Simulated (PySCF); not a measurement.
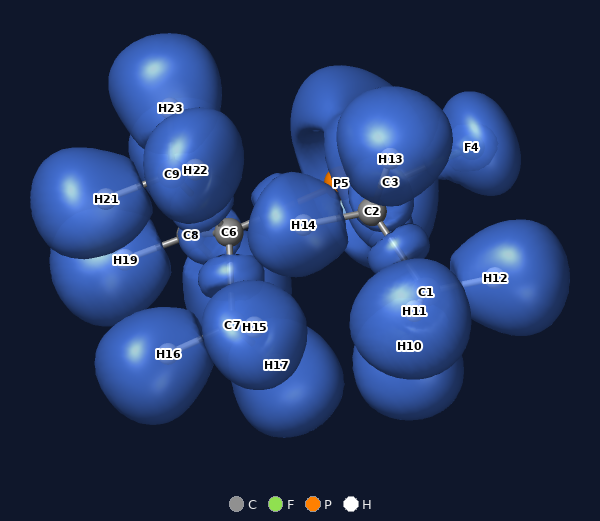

C7H14FP (SMILES CC/C(F)=P\C(C)(C)C). Isosurface of the ELF at 0.75 (blue), seen at an oblique angle. Only the valence region is drawn (cores and ρ < 0.01 e/Å³ removed).

Geometry: GFN2-xTB.

The calculation used PBE0/pcSseg-1, SCF density, gas phase, non-relativistic in PySCF 2.14.0.

```xyz
23

C     2.9387   -0.6427    0.5512
C     2.1195    0.4602   -0.1264
C     1.3506   -0.0899   -1.2813
F     2.2013   -0.3988   -2.3087
P    -0.2396   -0.4759   -1.6612
C    -1.3185    0.0149   -0.1716
C    -0.9203   -0.7185    1.1074
C    -2.7282   -0.4365   -0.5736
C    -1.3289    1.5304    0.0237
H     2.2844   -1.4148    0.9504
H     3.5266   -0.2258    1.3654
H     3.6136   -1.1018   -0.1671
H     2.8033    1.2235   -0.5111
H     1.4538    0.9294    0.5945
H     0.0418   -0.3891    1.4872
H    -1.6682   -0.5382    1.8789
H    -0.8699   -1.7917    0.9292
H    -3.0317    0.0355   -1.5066
H    -3.4483   -0.1664    0.1972
H    -2.7604   -1.5158   -0.7119
H    -2.0450    1.7979    0.8000
H    -0.3544    1.9131    0.3157
H    -1.6251    2.0281   -0.8985
```

Q: Describe the localisation domains.

A: At this value the surface marks out five regions between bonded C–C atoms (shared pairs), one region between bonded C–P atoms (shared pairs), 14 regions around hydrogen nuclei, one region on F in which the atom's valence shell and bonds are merged and one region on P in which the atom's valence shell and bonds are merged. Along the contacts the grid gives the following. C–F (1.37 Å): the ELF peaks at about 0.85 between the atoms (a shared but strongly polarised pair). C–C (1.49 Å): the ELF peaks at about 0.95 between the atoms: localised, covalent bonding.
